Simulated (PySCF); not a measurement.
```xyz
12

C     0.8914    0.1443    0.0617
C    -0.4846    0.2714    0.7385
C    -1.7585   -0.1939    0.1495
C    -1.5317    1.3308    0.3637
S    -2.3877    2.3177    1.6000
H     1.4392   -0.8106    0.2846
H     1.4276    1.0577    0.3103
H     0.6309    0.0925   -1.0273
H    -0.4723    0.1314    1.8204
H    -1.7167   -0.4683   -0.8491
H    -2.5285   -0.6955    0.7282
H    -1.2658    1.8638   -0.6105
```

Geometry: GFN2-xTB, MD frame at 250 fs, 400 K.

Theory: PySCF, PBE0/def2-SVPD, SCF density, gas phase.

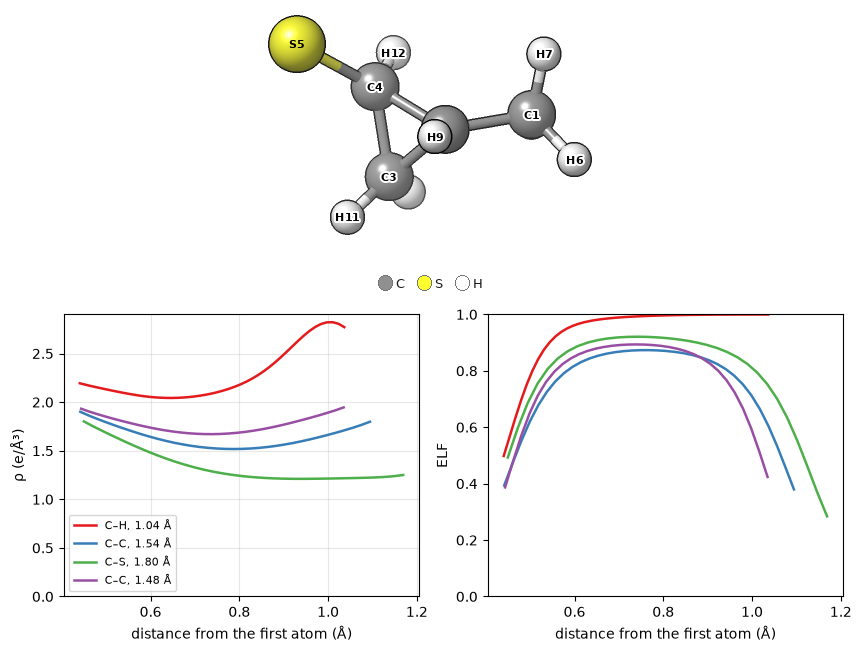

C4H7S (charge −1). Total electron density and ELF along straight lines between neighbouring atoms. The curves leave out the atomic cores. The structure is drawn too.

### Compare the contacts.

C–H (1.04 Å): ρ at the midpoint is about 2.1 e/Å³; the ELF climbs to about 1 towards the hydrogen, as it does in any bond to H (an ordinary covalent bond to hydrogen).
C–C (1.54 Å): ρ at the midpoint is about 1.5 e/Å³; the ELF peaks at about 0.85 between the atoms, as expected for a shared electron pair.
C–S (1.80 Å): the density is about 1.2 e/Å³ at the midpoint; the ELF peaks at about 0.90 between the atoms; localised, covalent bonding.
C–C (1.48 Å): ρ is about 1.7 e/Å³ halfway; the ELF peaks at about 0.90 between the atoms (localised, covalent bonding).
